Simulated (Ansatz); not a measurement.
## Ligand exchange: Ti(CH3)3F + CClF3 → Ti(CH3)2F2 + C2H3ClF2

Species: Ti(CH3)3F, singlet; CClF3 `FC(F)(F)Cl`, singlet; Ti(CH3)2F2, singlet; C2H3ClF2 (1-chloro-1,1-difluoroethane) `CC(F)(F)Cl`, singlet. The partners trade CH3 for F: Ti–CH3 and C–F bonds give way to Ti–F and C–CH3.

Shapes, held fixed at every level: PBE0-D4/def2-TZVP. Programs: Ansatz 0.2.0. The zero-point and thermal change to 298 K, harmonic and unscaled (PBE0-D4/def2-TZVP), is +8.9 kJ/mol.

```csv
level,kind,ΔH(298 K) (kJ/mol),less CCSD(T)/def2-TZVPP
HF/def2-SVP,Hartree–Fock,-234.1,+6.1
B3LYP-D4/def2-TZVPP,global hybrid,-241.1,-0.9
r2SCAN0-D4/def2-TZVPP,global hybrid,-236.1,+4.1
wB97M-V/def2-TZVPP,range-separated hybrid,-237.3,+2.9
wB97X-V/def2-TZVPP,range-separated hybrid,-242.3,-2.1
B2PLYP/def2-TZVPP,double hybrid,-245.1,-4.9
MP2/def2-TZVPP,perturbation theory,-243.6,-3.4
CCSD(T)/def2-TZVPP,coupled cluster or CI,-240.2,0.0
```

The highest level, CCSD(T)/def2-TZVPP, gives ΔH(298 K) = -240.2 kJ/mol; the levels span -245.1 to -234.1. The column of differences is taken from that level and isn't an error. No measured value is set beside it here. Outer-core shells of Ti are correlated, in sets that cover them unevenly.

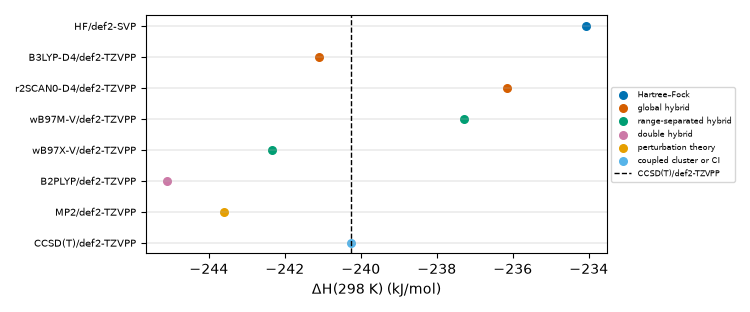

The values of the table, level by level.
